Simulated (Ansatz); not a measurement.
Input

```
crystal:
  periodic: [false, false, false]
  atoms:
    - { symbol: F, position_ang: [1.3558, -0.8626, 1.2111] }
    - { symbol: C, position_ang: [0.1731, -0.6765, 0.4893] }
    - { symbol: F, position_ang: [-0.548, -1.8217, 0.507] }
    - { symbol: "N", position_ang: [0.4767, -0.1596, -0.8658] }
    - { symbol: C, position_ang: [-0.2454, 0.9243, -0.7669] }
    - { symbol: S, position_ang: [-0.764, 0.7961, 0.8612] }
    - { symbol: H, position_ang: [-0.3869, 1.732, -1.4816] }
magnetization:
  spin_polarized: true
basis:
  gaussian: { orbitals: def2-SVP }
hamiltonian:
  xc: b3lyp
relax:
  f_tol: 0.02
  max_steps: 50
output:
  orbitals: {}
```

Command:

```sh
ansatz run input.yaml --threads 2 --pin off --max-ram 3072MiB --backend cpu --events-out ev --progress --plain --runs-dir out
```

The fields are those of the run's last geometry, not of the input's.

The calculation used Ansatz, UKS B3LYP/def2-SVP.

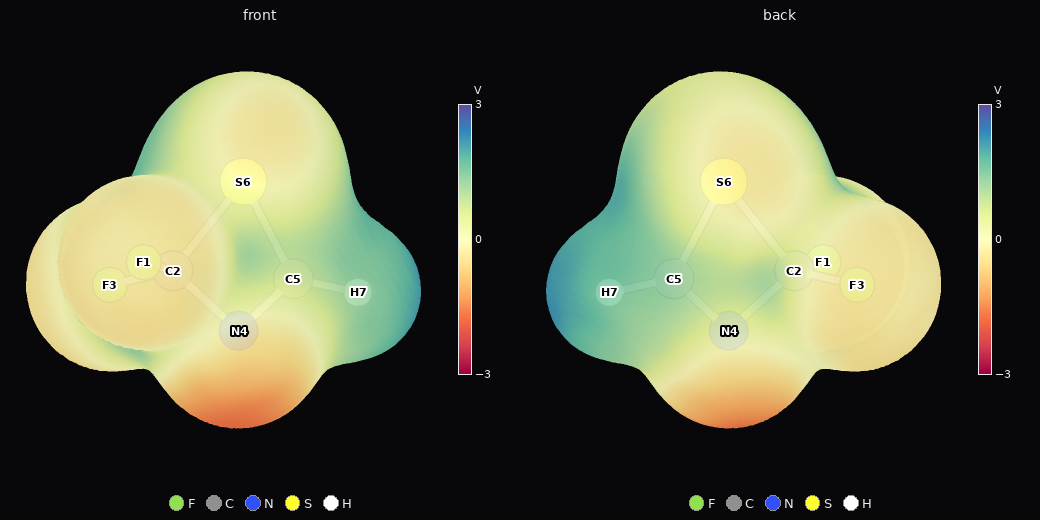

C₂HF₂NS. The molecular electrostatic potential painted on the density surface at 0.004 e/bohr³, seen from the front and from behind; the colour scale runs from red (negative) to blue (positive).

> Which sites attract a positive test charge, and which a negative one?

A positive charge is drawn to the negative regions and a negative charge to the positive ones. The most negative region (about −1.7 V, or −39 kcal/mol for a unit charge) lies over N4, the most positive (about +2.2 V, or +51 kcal/mol for a unit charge) over H7. N4 is the likeliest acceptor of a hydrogen bond.
